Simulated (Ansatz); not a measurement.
# CH$_{10}$BNSi$_{2}$ (SMILES CB(N)[SiH2][SiH3]): what the fields show

```yaml
atoms:
  - { symbol: C, position_ang: [-2.1144, -0.0640, -0.5323] }
  - { symbol: B, position_ang: [-0.6740, -0.6958, -0.6724] }
  - { symbol: N, position_ang: [-0.3247, -1.4134, -1.8172] }
  - { symbol: Si, position_ang: [0.7367, -0.4923, 0.7800] }
  - { symbol: Si, position_ang: [1.3623, 1.7386, 1.1273] }
  - { symbol: H, position_ang: [-2.7678, -0.2638, -1.3917] }
  - { symbol: H, position_ang: [-2.0547, 1.0251, -0.4054] }
  - { symbol: H, position_ang: [-2.6207, -0.4383, 0.3670] }
  - { symbol: H, position_ang: [0.5770, -1.8430, -1.9634] }
  - { symbol: H, position_ang: [-0.9654, -1.5553, -2.5879] }
  - { symbol: H, position_ang: [0.2498, -1.0124, 2.0973] }
  - { symbol: H, position_ang: [1.9849, -1.2611, 0.4606] }
  - { symbol: H, position_ang: [0.1753, 2.5712, 1.4865] }
  - { symbol: H, position_ang: [2.3630, 1.8797, 2.2257] }
  - { symbol: H, position_ang: [1.9602, 2.3264, -0.1088] }
```

Method: Ansatz, RKS PBE0/6-31G*.

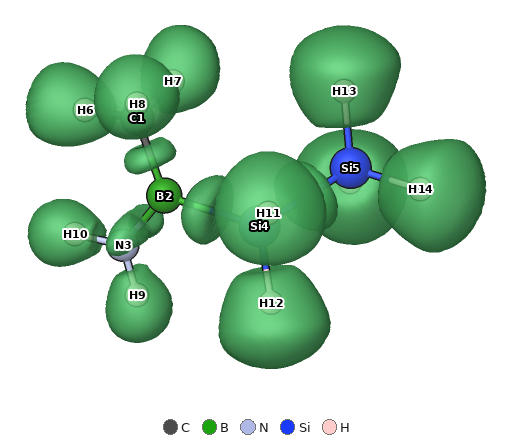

Figure 1. Isosurface of the electron localisation function at 0.85 (green), seen across its widest extent. Only the valence region is drawn (cores and ρ < 0.01 e/Å³ removed).

> Where are the electrons localised?

The ELF exceeds this value in one region between bonded B–C atoms (shared pairs), one region between bonded B–N atoms (shared pairs), one region between bonded B–Si atoms (shared pairs), one region between bonded Si–Si atoms (shared pairs) and ten regions around hydrogen nuclei. Profiles from the grid: B–N (1.40 Å): the ELF peaks at about 0.95 between the atoms: a shared but strongly polarised pair. C–B (1.58 Å): the ELF peaks at about 1 between the atoms (a shared electron pair).

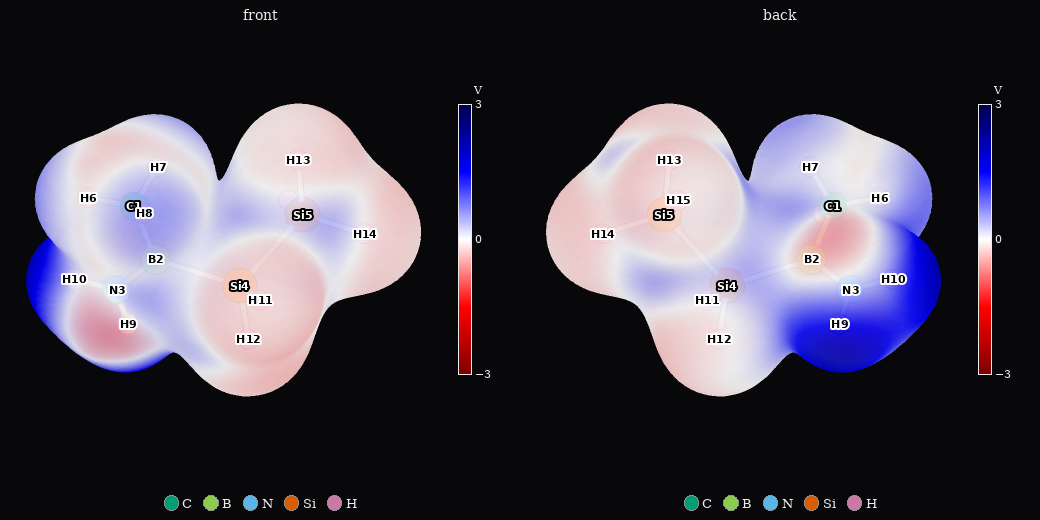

Figure 2. The electrostatic potential painted on the density surface at 0.002 e/bohr³, seen from the front and from behind; red is negative and blue positive.

> Which sites attract a positive test charge, and which a negative one?

A positive charge is drawn to the negative regions and a negative charge to the positive ones. The most negative region (about −0.5 V) lies over N3, the most positive (about +2.0 V) over H9 and H10.

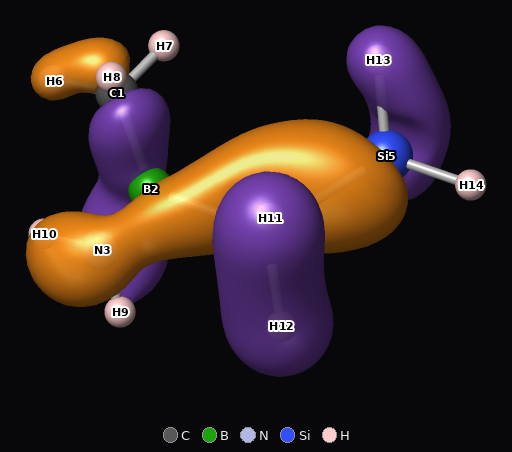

Figure 3. The HOMO−1 at ±0.1 Å⁻³ᐟ² (orange and purple are the two phases), seen across its widest extent.

> Where does this orbital lie, and at what energy?

Its weight (Hirshfeld) is mainly on Si4 (about 25 %), Si5 (about 15 %), N3 (about 15 %), B2 (about 10 %), H11 (about 10 %) and H12 (about 5 %). Its energy is −7.98 eV.
